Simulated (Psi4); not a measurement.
# MP3/aug-cc-pVDZ run of Si2H6 (disilane)

Aim: the energy change on altering one bond length of Si2H6 (disilane) at MP3/aug-cc-pVDZ, from 2 runs. The job is set up through a Python script.

The calculation is run with Psi4 1.11.

2 further runs of the same task are left out: 1 that didn't finish, 1 set aside as unsound or not needed.

### Step 1. The molecule

The species is Si2H6 (8 atoms), meant as a singlet with charge 0. SMILES: `[SiH3][SiH3]`. Geometry: relaxed at PBE0-D4/def2-TZVP.

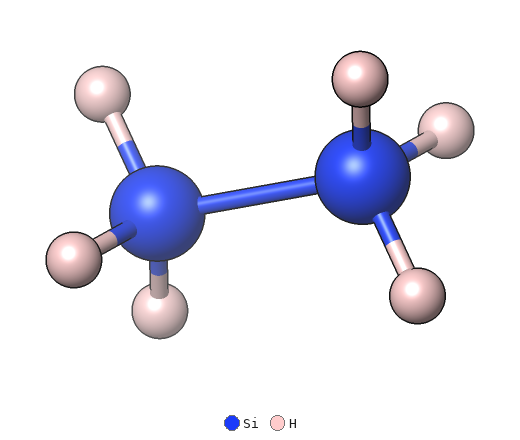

The structure, seen from a chosen angle (silicon blue, hydrogen pink).

### Step 2. The energy at MP3/aug-cc-pVDZ

Input file run.py:

```python
import psi4

psi4.set_memory('1600 MB')
psi4.set_num_threads(1)
psi4.set_output_file('run.log', False)

geom = psi4.geometry("""
Si    -0.340500     0.490200    -1.004900
Si     0.363500    -0.504400     0.991000
H      0.833900     0.948200    -1.794900
H     -1.112900    -0.483900    -1.821900
H     -1.208000     1.664100    -0.717900
H      1.139000     0.468600     1.806300
H      1.228100    -1.680500     0.704000
H     -0.811000    -0.959200     1.782600
units angstrom
symmetry c1
no_reorient
no_com
""")

psi4.set_options({
    'puream': True,
    'e_convergence': 1e-09,
    'd_convergence': 1e-08,
    'scf_type': 'pk',
    'num_frozen_docc': 10,
    'mp_type': 'conv',
})

energy_value, wavefunction = psi4.energy("mp3/aug-cc-pVDZ", molecule=geom, return_wfn=True)
print('E =', round(energy_value, 9))
```

On the command line:

```sh
$ python run.py
```

run.log:

```text
[...]
  Running in c1 symmetry.
[...]
  Nuclear repulsion =   90.773081159957187
[...]
  Multiplicity = 1
[...]
  Nalpha       = 17
  Nbeta        = 17
[...]
    Number of basis functions: 108
[...]
   @RHF iter   1:  -581.29128477876100   -5.93747e-01   1.60221e-03 ADIIS/DIIS
[...]
   @RHF iter   8:  -581.34058151883744   -1.15392e-10   9.20176e-09 DIIS
[...]
    Orbital Energies [Eh]
    ---------------------
    Doubly Occupied:
       1A    -68.781394     2A    -68.781391     3A     -6.130834
       4A     -6.130718     5A     -4.236903     6A     -4.236645
       7A     -4.236645     8A     -4.236560     9A     -4.236560
      10A     -4.236211    11A     -0.760002    12A     -0.679671
      13A     -0.498959    14A     -0.498949    15A     -0.470815
      16A     -0.470805    17A     -0.404562
[...]
  @RHF Final Energy:  -581.34058151883744
   => Energetics <=
    Nuclear Repulsion Energy =             90.7730811599571865
    One-Electron Energy =                -986.1720785910708855
    Two-Electron Energy =                 314.0584159122763026
    Total Energy =                       -581.3405815188373253
[...]
 Multipole Moments:
 ------------------------------------------------------------------------------------
     Multipole            Electronic (a.u.)      Nuclear  (a.u.)        Total (a.u.)
 ------------------------------------------------------------------------------------
 L = 1.  Multiply by 2.5417464519 to convert [e a0] to [Debye]
 Dipole X            :         -0.7391214            0.7390719           -0.0000495
 Dipole Y            :          0.4564225           -0.4563689            0.0000536
 Dipole Z            :          0.4467894           -0.4467313            0.0000581
 Magnitude           :                                                    0.0000933
[...]
	SCS-MP2 Total Energy (a.u.)        :  -581.58319208520800
	SOS-MP2 Total Energy (a.u.)        :  -581.59246705317594
[...]
	SOS-PI-MP2 Total Energy (a.u.)     :  -581.61184286350965
[...]
	MP2 Total Energy (a.u.)            :  -581.56464214927234
[...]
	SCS-MP3 Total Energy (a.u.)        :  -581.59416678586342
[...]
	MP3 Total Energy (a.u.)            :  -581.60854095189416
[...]
```

On the terminal:

```text
E = -581.608540952
```

It took 47 s on 1 thread of Intel Xeon Platinum 8259CL at 2.50GHz (Skylake/Cascade Lake), shared host; peak memory 1.2 GiB.

### Step 3. The distorted shape at the same level

Input file h6si2.py:

```python
import psi4

psi4.set_memory(1600000000)
psi4.set_num_threads(1)
psi4.core.set_output_file('output.dat', False)

m = psi4.geometry("""
0 1
Si
Si 1 2.338474
H 1 1.487642 2 110.27517
H 1 1.487603 3 108.6533 2 -120.97328
H 1 1.933899 4 108.65663 3 118.05401
H 2 1.487563 1 110.27548 4 179.84798
H 2 1.487654 6 108.65434 1 120.97376
H 2 1.48759 6 108.6583 7 118.05217
symmetry c1
no_reorient
no_com
""")

psi4.set_options({
    'puream': True,
    'e_convergence': 1e-09,
    'd_convergence': 1e-08,
    'scf_type': 'pk',
    'num_frozen_docc': 10,
    'mp_type': 'conv',
})

e_tot, wfn = psi4.energy("mp3/aug-cc-pVDZ", molecule=m, return_wfn=True)
print('E =', round(e_tot, 9))
```

On the command line:

```sh
$ python h6si2.py
```

output.dat:

```text
[...]
  Running in c1 symmetry.
[...]
  Nuclear repulsion =   89.313739167235028
[...]
  Multiplicity = 1
[...]
  Nalpha       = 17
  Nbeta        = 17
[...]
    Number of basis functions: 108
[...]
   @RHF iter   1:  -581.25014222726668   -6.82950e-01   1.59657e-03 ADIIS/DIIS
[...]
   @RHF iter   9:  -581.30184497592757   -7.19638e-11   9.19927e-09 DIIS
[...]
    Orbital Energies [Eh]
    ---------------------
    Doubly Occupied:
       1A    -68.812825     2A    -68.788312     3A     -6.156069
       4A     -6.137446     5A     -4.262052     6A     -4.261968
       7A     -4.261462     8A     -4.243301     9A     -4.243247
      10A     -4.243236    11A     -0.758599    12A     -0.672952
      13A     -0.505643    14A     -0.493172    15A     -0.477055
      16A     -0.433352    17A     -0.399371
[...]
  @RHF Final Energy:  -581.30184497592757
   => Energetics <=
    Nuclear Repulsion Energy =             89.3137391672350276
    One-Electron Energy =                -982.9310442276586173
    Two-Electron Energy =                 312.3154600844961237
    Total Energy =                       -581.3018449759274517
[...]
 Multipole Moments:
 ------------------------------------------------------------------------------------
     Multipole            Electronic (a.u.)      Nuclear  (a.u.)        Total (a.u.)
 ------------------------------------------------------------------------------------
 L = 1.  Multiply by 2.5417464519 to convert [e a0] to [Debye]
 Dipole X            :          0.5713193           -0.3063638            0.2649555
 Dipole Y            :          0.3297943           -0.1768539            0.1529404
 Dipole Z            :          0.2993810           -0.1307416            0.1686394
 Magnitude           :                                                    0.3493300
[...]
	SCS-MP2 Total Energy (a.u.)        :  -581.54691179387214
	SOS-MP2 Total Energy (a.u.)        :  -581.55644451949684
[...]
	SOS-PI-MP2 Total Energy (a.u.)     :  -581.57602909977140
[...]
	MP2 Total Energy (a.u.)            :  -581.52784634262287
[...]
	SCS-MP3 Total Energy (a.u.)        :  -581.55813033711820
[...]
	MP3 Total Energy (a.u.)            :  -581.57272051560687
[...]
```

On the terminal:

```text
E = -581.572720516
```

Run time: 47 s. Hardware: 1 thread of Intel Xeon Platinum 8259CL at 2.50GHz (Skylake/Cascade Lake), shared host; peak memory 1.2 GiB.

### Step 4. What came out

At MP3/aug-cc-pVDZ, 10 core orbitals frozen:

| quantity | value |
| --- | --- |
| first shape: total energy | -581.60854 Eh |
| first shape: HOMO energy (Hartree–Fock orbitals) | -11.01 eV |
| first shape: LUMO energy (Hartree–Fock orbitals) | 1.07 eV |
| first shape: HOMO–LUMO gap (Hartree–Fock orbitals) | 12.08 eV |
| first shape: correlation energy (10 core orbitals frozen) | -268.0 mEh |
| distorted shape: total energy | -581.57272 Eh |
| distorted shape: HOMO energy (Hartree–Fock orbitals) | -10.87 eV |
| distorted shape: LUMO energy (Hartree–Fock orbitals) | 1.01 eV |
| distorted shape: HOMO–LUMO gap (Hartree–Fock orbitals) | 11.88 eV |
| distorted shape: correlation energy (10 core orbitals frozen) | -270.9 mEh |
| energy change with the Si1–H5 bond stretched from 1.488 to 1.934 Å | 0.975 eV |

What this shows: With the Si1–H5 bond stretched from 1.488 to 1.934 Å the energy rises by 0.97 eV (22.5 kcal/mol). The first shape isn't relaxed at this level, so the change isn't measured from a minimum.
